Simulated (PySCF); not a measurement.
C$_{6}$H$_{16}$Si (SMILES [H][Si](C)(C)CCCC)

```json
{"atom": "Si", "x (Å)": "1.0284", "y (Å)": "1.3460", "z (Å)": "0.3258"}
{"atom": "H", "x (Å)": "1.2586", "y (Å)": "1.2543", "z (Å)": "1.8076"}
{"atom": "C", "x (Å)": "2.6890", "y (Å)": "1.5384", "z (Å)": "-0.5390"}
{"atom": "H", "x (Å)": "3.3455", "y (Å)": "0.6809", "z (Å)": "-0.3227"}
{"atom": "H", "x (Å)": "3.2102", "y (Å)": "2.4513", "z (Å)": "-0.2110"}
{"atom": "H", "x (Å)": "2.5591", "y (Å)": "1.5968", "z (Å)": "-1.6315"}
{"atom": "C", "x (Å)": "-0.0682", "y (Å)": "2.8371", "z (Å)": "-0.0196"}
{"atom": "H", "x (Å)": "0.4171", "y (Å)": "3.7694", "z (Å)": "0.3093"}
{"atom": "H", "x (Å)": "-1.0324", "y (Å)": "2.7584", "z (Å)": "0.5061"}
{"atom": "H", "x (Å)": "-0.2766", "y (Å)": "2.9271", "z (Å)": "-1.0980"}
{"atom": "C", "x (Å)": "0.1908", "y (Å)": "-0.2466", "z (Å)": "-0.2489"}
{"atom": "C", "x (Å)": "-1.1575", "y (Å)": "-0.5382", "z (Å)": "0.4084"}
{"atom": "C", "x (Å)": "-1.8413", "y (Å)": "-1.8179", "z (Å)": "-0.0709"}
{"atom": "C", "x (Å)": "-1.0777", "y (Å)": "-3.0960", "z (Å)": "0.2403"}
{"atom": "H", "x (Å)": "0.0715", "y (Å)": "-0.1920", "z (Å)": "-1.3474"}
{"atom": "H", "x (Å)": "0.8995", "y (Å)": "-1.0737", "z (Å)": "-0.0665"}
{"atom": "H", "x (Å)": "-1.0295", "y (Å)": "-0.5884", "z (Å)": "1.5054"}
{"atom": "H", "x (Å)": "-1.8413", "y (Å)": "0.3096", "z (Å)": "0.2288"}
{"atom": "H", "x (Å)": "-2.8429", "y (Å)": "-1.8748", "z (Å)": "0.3893"}
{"atom": "H", "x (Å)": "-2.0150", "y (Å)": "-1.7463", "z (Å)": "-1.1598"}
{"atom": "H", "x (Å)": "-1.6337", "y (Å)": "-3.9856", "z (Å)": "-0.0926"}
{"atom": "H", "x (Å)": "-0.0961", "y (Å)": "-3.1206", "z (Å)": "-0.2581"}
{"atom": "H", "x (Å)": "-0.9004", "y (Å)": "-3.1997", "z (Å)": "1.3233"}
```

Geometry: PBE0-D3(BJ)/def2-SVP.

Level of theory: PySCF, PBE0/pcSseg-1, SCF density, gas phase, non-relativistic.

**What can the converged electron density and electron localisation function tell about the bonding?**

C–C (1.53 Å): ρ at the midpoint is about 1.6 e/Å³; the ELF peaks at about 0.95 between the atoms; a shared electron pair.
C–Si (1.88 Å): ρ at the midpoint is about 0.94 e/Å³; the ELF peaks at about 0.95 between the atoms; localised, covalent bonding.
C–H (1.10 Å): the density is about 1.9 e/Å³ at the midpoint; the ELF climbs to about 1 towards the hydrogen, as it does in any bond to H: a covalent bond by its length.

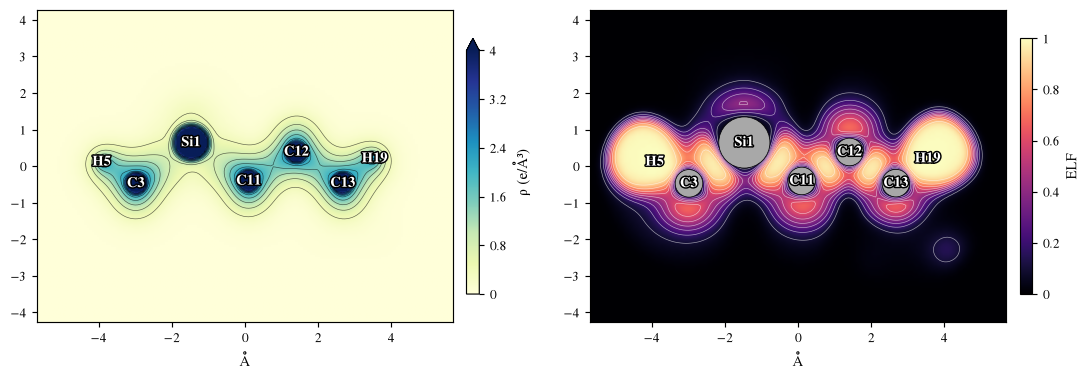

Computed electron density and electron localisation function on the plane of atoms C3, Si1 and C11, in this order. Grey discs cover the atomic cores in the ELF map. 
